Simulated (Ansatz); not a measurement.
# GeH4O2 (SMILES [OH][GeH2][OH]): a chain of runs

Aim: a geometry optimisation (singlet GeH4O2, wB97X-V/def2-SVP), then a structure relaxation (doublet [GeH4O2]+, U-wB97X-V/def2-SVP), then a geometry optimisation (doublet [GeH4O2]−, U-wB97X-V/def2-SVP), then a geometry optimisation (doublet GeH3O, U-wB97X-V/def2-SVP), then a structure relaxation (doublet OH, U-wB97X-V/def2-SVP), then a structure relaxation (doublet GeH3O2, U-wB97X-V/def2-SVP), then a structure relaxation (doublet GeH3O2, U-wB97X-V/def2-SVP) of GeH4O2 and its partners. 

Program for the calculation: Ansatz 0.2.0.

## 1. The system as given

GeH4O2: 7 atoms, total charge 0, spin state singlet. SMILES: `[OH][GeH2][OH]`. The shape is that of a PBE0-D4/def2-TZVP optimisation. This is one conformer, not always the lowest. The run starts from this shape.

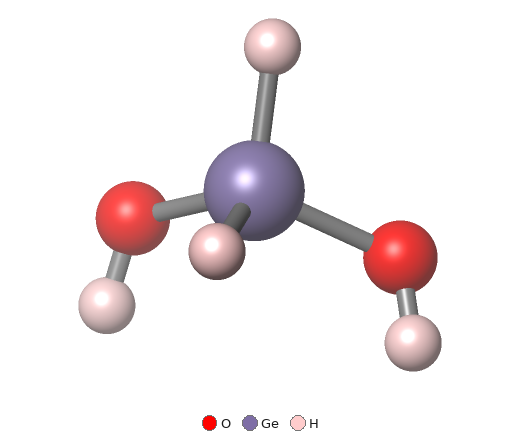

Viewed from a chosen angle; oxygen red, germanium purple, hydrogen pink.

## 2. A structure relaxation at wB97X-V/def2-SVP (paw set gaussian, start density atoms) (run 1)

The input, in.yaml:

```yaml
crystal:
  periodic: [false, false, false]
  atoms:
    - symbol: O
      position_ang: [-1.491300, -0.416000, -0.173900]
    - symbol: Ge
      position_ang: [0.023500, 0.377000, 0.305300]
    - symbol: O
      position_ang: [1.347400, -0.798900, 0.400600]
    - symbol: H
      position_ang: [-1.634900, -0.418700, -1.122100]
    - symbol: H
      position_ang: [0.363400, 1.460500, -0.739100]
    - symbol: H
      position_ang: [-0.172500, 0.863100, 1.737300]
    - symbol: H
      position_ang: [1.625600, -1.135200, -0.453800]
basis:
  gaussian:
    orbitals: def2-SVP
hamiltonian:
  xc: {name: wB97X-V}
relax: {}
```

Command:

```console
$ ansatz run in.yaml --threads 1 --pin off --max-ram 3480MiB --events-out events.jsonl --progress --plain --runs-dir runs
```

Output:

```text
Warning: RAYON_NUM_THREADS=1 ignored (pool sized by the plan → 1); use --threads N
The last accepted step is kept in runs//last_step.txt (removed where the run ends without a failure and the disk answers)
[... 110 lines left out ...]
Total energy: -60661.43849056 eV, -2229.2667467283 hartree
[... 7 lines left out ...]
Dipole moment:     0.125054     0.138286    -0.526504 e Å
```

Wall time 96 s (1 thread of Arm Neoverse V1, shared host); peak memory 0.22 GiB.

The path in brief:

| step | energy from the first frame kept (eV) | largest force (eV/Å) |
| --- | --- | --- |
| 1 | 0.0000 | 0.2767 |
| 2 | -0.0020 | 0.0585 |
| 3 | -0.0024 | 0.0407 |
| 4 | -0.0024 | 0.0798 |
| 5 | -0.0026 | 0.0386 |
| 6 | -0.0029 | 0.0048 |
| 7 | -0.0029 | 0.0439 |
| 8 | -0.0029 | 0.0200 |
| 9 | -0.0029 | 0.0008 |
| 10 | -0.0029 | 0.0125 |
| 11 | -0.0029 | 0.0112 |
| 12 | -0.0029 | 0.0036 |

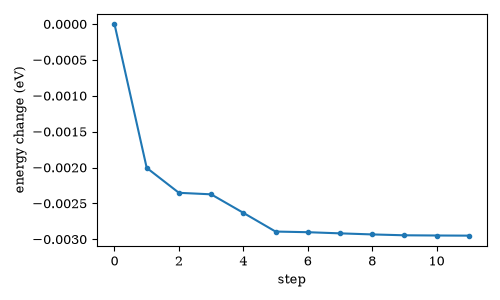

Energy along the run.

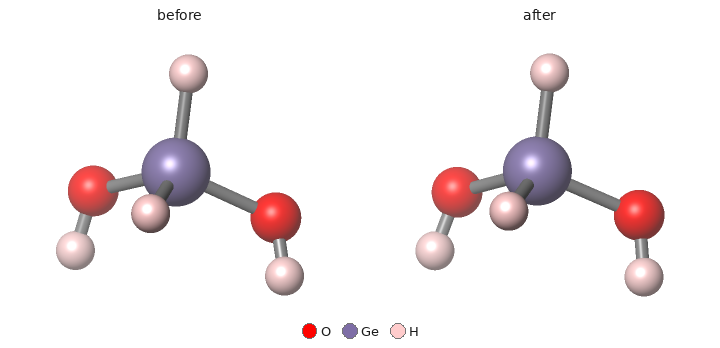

Before and after, at one scale.

After the run. Bond lengths: O1–Ge2 1.774 Å, Ge2–O3 1.774 Å, O1–H4 0.964 Å, Ge2–H5 1.542 Å, Ge2–H6 1.523 Å, O3–H7 0.964 Å. Angles: O1–Ge2–O3 111.3°, O1–Ge2–H5 109.2°, O1–Ge2–H6 105.7°, O3–Ge2–H5 109.2°, O3–Ge2–H6 105.7°, Ge2–O1–H4 114.4°, Ge2–O3–H7 114.4°, H5–Ge2–H6 115.7°.

## 3. The doublet cation: a geometry optimisation at U-wB97X-V/def2-SVP (paw set gaussian, start density atoms) (run 2)

The input, input.yaml:

```yaml
crystal:
  periodic: [false, false, false]
  atoms:
    - symbol: O
      position_ang: [-1.491300, -0.416000, -0.173900]
    - symbol: Ge
      position_ang: [0.023500, 0.377000, 0.305300]
    - symbol: O
      position_ang: [1.347400, -0.798900, 0.400600]
    - symbol: H
      position_ang: [-1.634900, -0.418700, -1.122100]
    - symbol: H
      position_ang: [0.363400, 1.460500, -0.739100]
    - symbol: H
      position_ang: [-0.172500, 0.863100, 1.737300]
    - symbol: H
      position_ang: [1.625600, -1.135200, -0.453800]
basis:
  gaussian:
    orbitals: def2-SVP
total_charge: 1
magnetization:
  spin_polarized: true
  initial_magnetization: 1
hamiltonian:
  xc: {name: wB97X-V}
relax: {}
```

Command:

```console
$ ansatz run input.yaml --threads 1 --pin off --max-ram 3480MiB --events-out events.jsonl --progress --plain --runs-dir runs
```

Output:

```text
Warning: RAYON_NUM_THREADS=1 ignored (pool sized by the plan → 1); use --threads N
The last accepted step is kept in runs//last_step.txt (removed where the run ends without a failure and the disk answers)
[... 120 lines left out ...]
Total energy: -60650.87257876 eV, -2228.8784566315 hartree
[... 7 lines left out ...]
Dipole moment:     0.302843    -0.141482    -0.273033 e Å
```

It took 4.4 min on 1 thread of Arm Neoverse V1, shared host; peak memory 0.34 GiB.

Step by step:

| step | energy from the first frame kept (eV) | largest force (eV/Å) |
| --- | --- | --- |
| 1 | 0.0000 | 2.8342 |
| 2 | -0.2891 | 2.3438 |
| 3 | -0.4042 | 2.6836 |
| 4 | -0.5869 | 1.5891 |
| 5 | -0.6827 | 0.3605 |
| 6 | -0.6600 | 0.9884 |
| 7 | -0.7062 | 0.2047 |
| 8 | -0.7103 | 0.2832 |
| 9 | -0.7120 | 0.1779 |
| 10 | -0.7127 | 0.0800 |
| 11 | -0.7129 | 0.0293 |
| 12 | -0.7130 | 0.0153 |
| 13 | -0.7130 | 0.0041 |

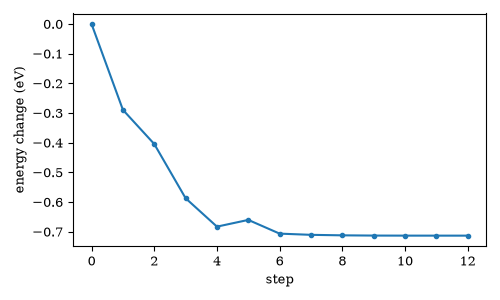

Energy along the run.

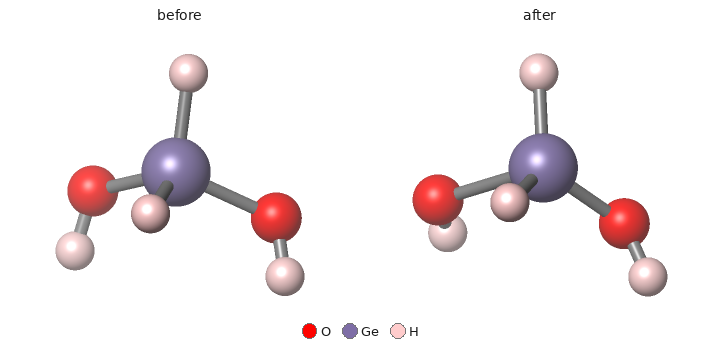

Before and after, at one scale.

After the run. Bond lengths: O1–Ge2 1.722 Å, Ge2–O3 2.031 Å, O1–H4 0.969 Å, Ge2–H5 1.520 Å, Ge2–H6 1.520 Å, O3–H7 0.993 Å. Angles: O1–Ge2–O3 100.8°, O1–Ge2–H5 119.2°, O1–Ge2–H6 111.9°, O3–Ge2–H5 97.5°, O3–Ge2–H6 92.2°, Ge2–O1–H4 120.3°, Ge2–O3–H7 118.4°, H5–Ge2–H6 124.7°.

## 4. The doublet anion: a structure relaxation at U-wB97X-V/def2-SVP (paw set gaussian, start density atoms) (run 3)

The input, job.yaml:

```yaml
crystal:
  periodic: [false, false, false]
  atoms:
    - symbol: O
      position_ang: [-1.491300, -0.416000, -0.173900]
    - symbol: Ge
      position_ang: [0.023500, 0.377000, 0.305300]
    - symbol: O
      position_ang: [1.347400, -0.798900, 0.400600]
    - symbol: H
      position_ang: [-1.634900, -0.418700, -1.122100]
    - symbol: H
      position_ang: [0.363400, 1.460500, -0.739100]
    - symbol: H
      position_ang: [-0.172500, 0.863100, 1.737300]
    - symbol: H
      position_ang: [1.625600, -1.135200, -0.453800]
basis:
  gaussian:
    orbitals: def2-SVP
total_charge: -1
magnetization:
  spin_polarized: true
  initial_magnetization: 1
hamiltonian:
  xc: {name: wB97X-V}
relax: {}
```

Command:

```console
$ ansatz run job.yaml --threads 1 --pin off --max-ram 3480MiB --events-out events.jsonl --progress --plain --runs-dir runs
```

Output:

```text
Warning: RAYON_NUM_THREADS=1 ignored (pool sized by the plan → 1); use --threads N
The last accepted step is kept in runs//last_step.txt (removed where the run ends without a failure and the disk answers)
[... 119 lines left out ...]
Total energy: -60660.12852013 eV, -2229.2186062030 hartree
[... 7 lines left out ...]
Dipole moment:     0.037132    -0.260329    -0.422723 e Å
```

Run time: 3.1 min. Hardware: 1 thread of Arm Neoverse V1, shared host; peak memory 0.34 GiB.

The path in brief:

| step | energy from the first frame kept (eV) | largest force (eV/Å) |
| --- | --- | --- |
| 1 | 0.0000 | 2.7696 |
| 2 | -1.0212 | 2.2953 |
| 3 | -1.4161 | 3.2971 |
| 4 | -1.5220 | 2.5897 |
| 5 | -1.6087 | 0.7844 |
| 6 | -1.6736 | 0.3568 |
| 7 | -1.6749 | 0.8464 |
| 8 | -1.7007 | 0.3305 |
| 9 | -1.7093 | 0.1823 |
| 10 | -1.7129 | 0.0940 |
| 11 | -1.7133 | 0.1093 |
| 12 | -1.7141 | 0.0388 |
| 13 | -1.7142 | 0.0061 |

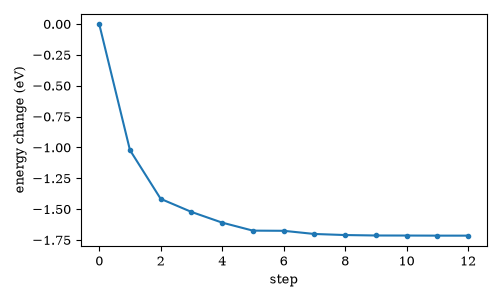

Energy along the run.

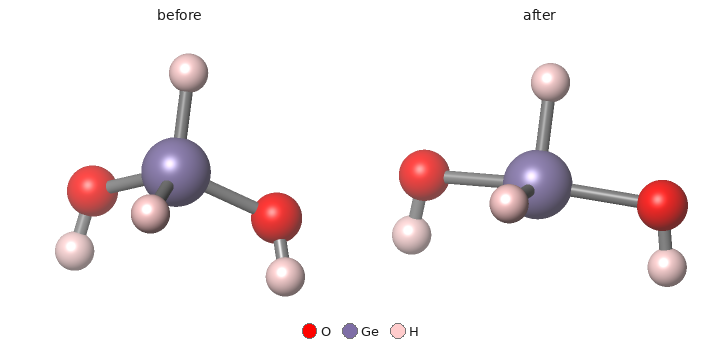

Before and after, at one scale.

After the run. Bond lengths: O1–Ge2 1.937 Å, Ge2–O3 1.937 Å, O1–H4 0.966 Å, Ge2–H5 1.593 Å, Ge2–H6 1.570 Å, O3–H7 0.966 Å. Angles: O1–Ge2–O3 156.7°, O1–Ge2–H5 100.6°, O1–Ge2–H6 92.4°, O3–Ge2–H5 100.6°, O3–Ge2–H6 92.4°, Ge2–O1–H4 103.1°, Ge2–O3–H7 103.1°, H5–Ge2–H6 102.3°.

## 5. GeH3O: a geometry optimisation at U-wB97X-V/def2-SVP (paw set gaussian, start density atoms) (run 4)

The input, molecule.yaml:

```yaml
crystal:
  periodic: [false, false, false]
  atoms:
    - {symbol: Ge, position_ang: [0.023500, 0.377000, 0.305300]}
    - {symbol: O, position_ang: [1.347400, -0.798900, 0.400600]}
    - {symbol: H, position_ang: [0.363400, 1.460500, -0.739100]}
    - {symbol: H, position_ang: [-0.172500, 0.863100, 1.737300]}
    - {symbol: H, position_ang: [1.625600, -1.135200, -0.453800]}
basis:
  gaussian:
    orbitals: def2-SVP
magnetization:
  spin_polarized: true
  initial_magnetization: 1
hamiltonian:
  xc: {name: wB97X-V}
relax: {}
```

Command:

```console
$ ansatz run molecule.yaml --threads 1 --pin off --max-ram 3480MiB --events-out events.jsonl --progress --plain --runs-dir runs
```

Output:

```text
Warning: RAYON_NUM_THREADS=1 ignored (pool sized by the plan → 1); use --threads N
The last accepted step is kept in runs//last_step.txt (removed where the run ends without a failure and the disk answers)
[... 60 lines left out ...]
Total energy: -58598.45405322 eV, -2153.4534669971 hartree
[... 5 lines left out ...]
Dipole moment:    -0.071690     0.036881    -0.291237 e Å
```

It took 41 s on 1 thread of Arm Neoverse V1, shared host; peak memory 0.22 GiB.

Steps, from the record of the run:

| step | energy from the first frame kept (eV) | largest force (eV/Å) |
| --- | --- | --- |
| 1 | 0.0000 | 0.6355 |
| 2 | -0.0145 | 0.2616 |
| 3 | -0.0224 | 0.0269 |
| 4 | -0.0224 | 0.0162 |
| 5 | -0.0225 | 0.0043 |

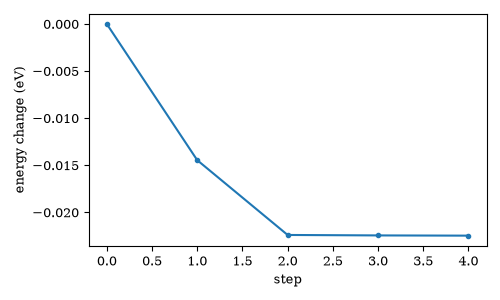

Energy along the run.

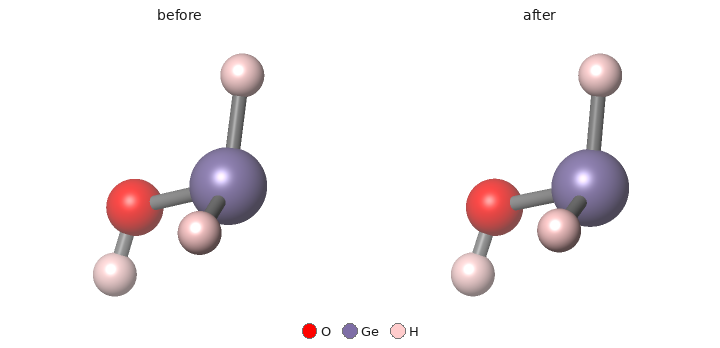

Before and after, at one scale.

After the run. Bond lengths: Ge1–O2 1.785 Å, Ge1–H3 1.556 Å, Ge1–H4 1.544 Å, O2–H5 0.965 Å. Angles: Ge1–O2–H5 113.2°, O2–Ge1–H3 109.5°, O2–Ge1–H4 103.9°, H3–Ge1–H4 111.1°.

## 6. OH: a structure relaxation at U-wB97X-V/def2-SVP (paw set gaussian, start density atoms) (run 5)

The input, input.yaml:

```yaml
crystal:
  periodic: [false, false, false]
  atoms:
    - {symbol: O, position_ang: [-1.491300, -0.416000, -0.173900]}
    - {symbol: H, position_ang: [-1.634900, -0.418700, -1.122100]}
basis:
  gaussian: {orbitals: def2-SVP}
magnetization: {spin_polarized: true, initial_magnetization: 1}
hamiltonian: {xc: {name: wB97X-V}}
relax: {}
```

Command:

```console
$ ansatz run input.yaml --threads 1 --pin off --max-ram 3480MiB --events-out events.jsonl --progress --plain --runs-dir runs
```

Output:

```text
Warning: RAYON_NUM_THREADS=1 ignored (pool sized by the plan → 1); use --threads N
The last accepted step is kept in runs//last_step.txt (removed where the run ends without a failure and the disk answers)
[... 53 lines left out ...]
Total energy: -2058.23211533 eV, -75.6386351187 hartree
[... 2 lines left out ...]
Dipole moment:    -0.054092    -0.001017    -0.357171 e Å
```

It took 4.2 s on 1 thread of Arm Neoverse V1, shared host; peak memory 0.1 GiB.

Steps, from the record of the run:

| step | energy from the first frame kept (eV) | largest force (eV/Å) |
| --- | --- | --- |
| 1 | 0.0000 | 1.0276 |
| 2 | -0.0094 | 0.2288 |
| 3 | -0.0099 | 0.0101 |
| 4 | -0.0099 | 0.0001 |

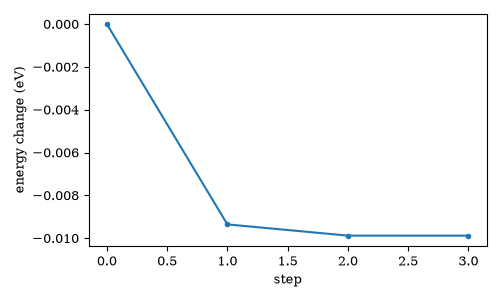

Energy along the run.

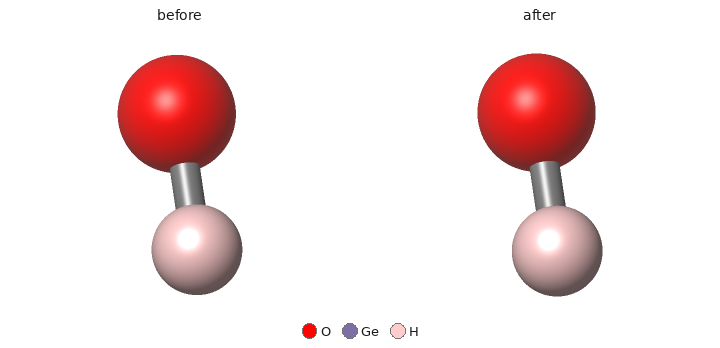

Before and after, at one scale.

After the run. Bond lengths: O1–H2 0.979 Å.

## 7. GeH3O2: a geometry optimisation at U-wB97X-V/def2-SVP (paw set gaussian, start density atoms) (run 6)

The input, molecule.yaml:

```yaml
basis:
  gaussian:
    orbitals: def2-SVP
crystal:
  periodic: [false, false, false]
  atoms:
    - {symbol: O, position_ang: [-1.491300, -0.416000, -0.173900]}
    - {symbol: Ge, position_ang: [0.023500, 0.377000, 0.305300]}
    - {symbol: O, position_ang: [1.347400, -0.798900, 0.400600]}
    - {symbol: H, position_ang: [-1.634900, -0.418700, -1.122100]}
    - {symbol: H, position_ang: [0.363400, 1.460500, -0.739100]}
    - {symbol: H, position_ang: [1.625600, -1.135200, -0.453800]}
magnetization:
  spin_polarized: true
  initial_magnetization: 1
hamiltonian:
  xc: {name: wB97X-V}
relax: {}
```

Command:

```console
$ ansatz run molecule.yaml --threads 1 --pin off --max-ram 3480MiB --events-out events.jsonl --progress --plain --runs-dir runs
```

Output:

```text
Warning: RAYON_NUM_THREADS=1 ignored (pool sized by the plan → 1); use --threads N
The last accepted step is kept in runs//last_step.txt (removed where the run ends without a failure and the disk answers)
[... 168 lines left out ...]
Total energy: -60644.00187752 eV, -2228.6259630180 hartree
[... 6 lines left out ...]
Dipole moment:    -0.405705     0.019749     0.174577 e Å
```

Wall time 3.5 min (1 thread of Arm Neoverse V1, shared host); peak memory 0.3 GiB.

Steps, from the record of the run:

| step | energy from the first frame kept (eV) | largest force (eV/Å) |
| --- | --- | --- |
| 1 | 0.0000 | 0.3835 |
| 2 | -0.0216 | 0.3525 |
| 3 | 0.1313 | 3.5442 |
| 4 | -0.0515 | 0.6710 |
| 5 | -0.0688 | 0.8978 |
| 6 | -0.1475 | 0.7161 |
| 7 | -0.2113 | 0.1728 |
| 8 | -0.2157 | 0.5736 |
| 9 | -0.2549 | 0.4136 |
| 10 | -0.2618 | 0.2672 |
| 11 | -0.2700 | 0.1283 |
| 12 | -0.2721 | 0.0670 |
| 13 | -0.2722 | 0.2856 |
| 14 | -0.0847 | 3.2411 |
| 15 | -0.2724 | 0.0977 |
| 16 | -0.2726 | 0.1419 |
| 17 | -0.2459 | 1.3210 |
| 18 | -0.2737 | 0.0571 |
| 19 | -0.2738 | 0.0184 |
| 20 | -0.2739 | 0.0070 |

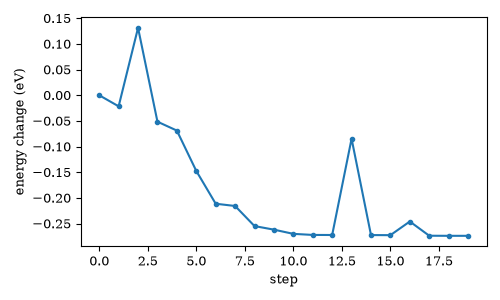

Energy along the run.

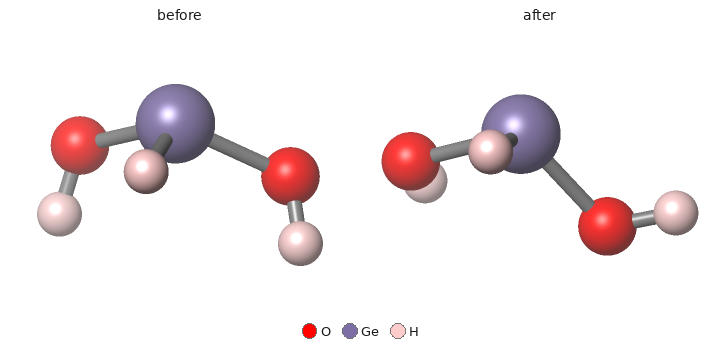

Before and after, at one scale.

After the run. Bond lengths: O1–Ge2 1.788 Å, Ge2–O3 1.773 Å, O1–H4 0.965 Å, Ge2–H5 1.561 Å, O3–H6 0.966 Å. Angles: O1–Ge2–O3 103.2°, O1–Ge2–H5 111.7°, O3–Ge2–H5 104.4°, Ge2–O1–H4 113.8°, Ge2–O3–H6 112.5°.

## 8. GeH3O2: a geometry optimisation at U-wB97X-V/def2-SVP (paw set gaussian, start density atoms) (run 7)

The input, input.yaml:

```yaml
crystal:
  periodic: [false, false, false]
  atoms:
    - {symbol: O, position_ang: [-1.491300, -0.416000, -0.173900]}
    - {symbol: Ge, position_ang: [0.023500, 0.377000, 0.305300]}
    - {symbol: O, position_ang: [1.347400, -0.798900, 0.400600]}
    - {symbol: H, position_ang: [0.363400, 1.460500, -0.739100]}
    - {symbol: H, position_ang: [-0.172500, 0.863100, 1.737300]}
    - {symbol: H, position_ang: [1.625600, -1.135200, -0.453800]}
basis:
  gaussian: {orbitals: def2-SVP}
total_charge: 0
magnetization: {spin_polarized: true, initial_magnetization: 1}
hamiltonian: {xc: {name: wB97X-V}}
relax: {}
```

Command:

```console
$ ansatz run input.yaml --threads 1 --pin off --max-ram 3480MiB --events-out events.jsonl --progress --plain --runs-dir runs
```

Output:

```text
Warning: RAYON_NUM_THREADS=1 ignored (pool sized by the plan → 1); use --threads N
The last accepted step is kept in runs//last_step.txt (removed where the run ends without a failure and the disk answers)
[... 77 lines left out ...]
Total energy: -60642.71915244 eV, -2228.5788237407 hartree
[... 6 lines left out ...]
Dipole moment:     0.214701     0.207673    -0.140353 e Å
```

Wall time 2.9 min (1 thread of Arm Neoverse V1, shared host); peak memory 0.32 GiB.

The path in brief:

| step | energy from the first frame kept (eV) | largest force (eV/Å) |
| --- | --- | --- |
| 1 | 0.0000 | 0.6988 |
| 2 | -0.0185 | 0.2387 |
| 3 | -0.0224 | 0.0637 |
| 4 | -0.0233 | 0.0796 |
| 5 | -0.0238 | 0.0909 |
| 6 | -0.0239 | 0.0192 |
| 7 | -0.0239 | 0.0022 |

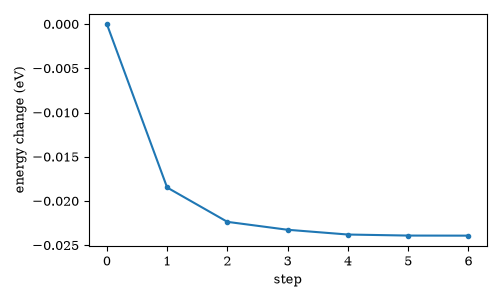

Energy along the run.

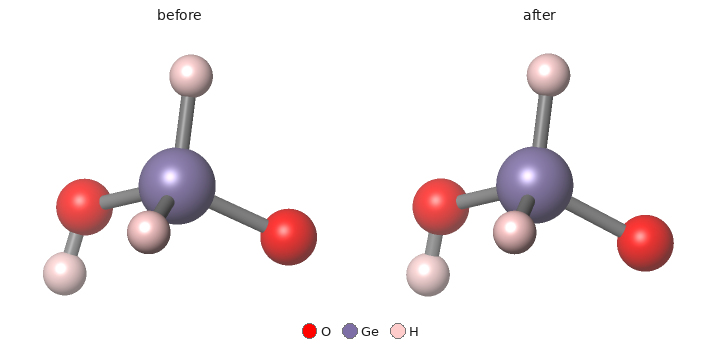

Before and after, at one scale.

After the run. Bond lengths: O1–Ge2 1.794 Å, Ge2–O3 1.768 Å, Ge2–H4 1.537 Å, Ge2–H5 1.526 Å, O3–H6 0.965 Å. Angles: O1–Ge2–O3 111.3°, O1–Ge2–H4 102.1°, O1–Ge2–H5 109.8°, O3–Ge2–H4 112.3°, O3–Ge2–H5 105.2°, Ge2–O3–H6 113.9°, H4–Ge2–H5 116.3°.

## 9. Summary of results

| quantity | value |
| --- | --- |
| run 1, wB97X-V/def2-SVP: total energy at the end | -2229.26675 Eh |
| run 1, wB97X-V/def2-SVP: dipole moment | 2.68 D |
| doublet cation: total energy at the end | -2228.87846 Eh |
| doublet cation: ⟨S²⟩ | 0.753 |
| doublet anion: total energy at the end | -2229.21861 Eh |
| doublet anion: ⟨S²⟩ | 0.755 |
| GeH3O: total energy at the end | -2153.45347 Eh |
| GeH3O: dipole moment | 1.45 D |
| GeH3O: ⟨S²⟩ | 0.752 |
| OH: total energy at the end | -75.63864 Eh |
| OH: dipole moment | 1.74 D |
| OH: bond length | 0.979 Å |
| OH: ⟨S²⟩ | 0.752 |
| GeH3O2, run 6: total energy at the end | -2228.62596 Eh |
| GeH3O2, run 6: dipole moment | 2.12 D |
| GeH3O2, run 6: ⟨S²⟩ | 0.754 |
| GeH3O2, run 7: total energy at the end | -2228.57882 Eh |
| GeH3O2, run 7: dipole moment | 1.59 D |
| GeH3O2, run 7: ⟨S²⟩ | 0.753 |
| adiabatic electron affinity (to the doublet anion, no zero-point term) | -1.310 eV |
| adiabatic ionisation energy (to the doublet cation, no zero-point term) | 10.566 eV |

**Reading.** The adiabatic electron affinity (to the doublet anion, no zero-point term) is −1.31 eV (−30 kcal/mol). A negative value puts this state of the anion above the relaxed parent: the electron is not bound at this level, and such a value depends on the basis. The adiabatic ionisation energy (to the doublet cation, no zero-point term) is 10.57 eV (1019 kJ/mol). The optimisation (run 1, wB97X-V/def2-SVP) took 11 steps and changed the energy by -0.003 eV. The optimisation (doublet cation) took 12 steps and changed the energy by -0.713 eV. Mulliken charges (doublet cation) run from -0.37 on O1 to +0.78 on Ge2; they depend strongly on the basis.
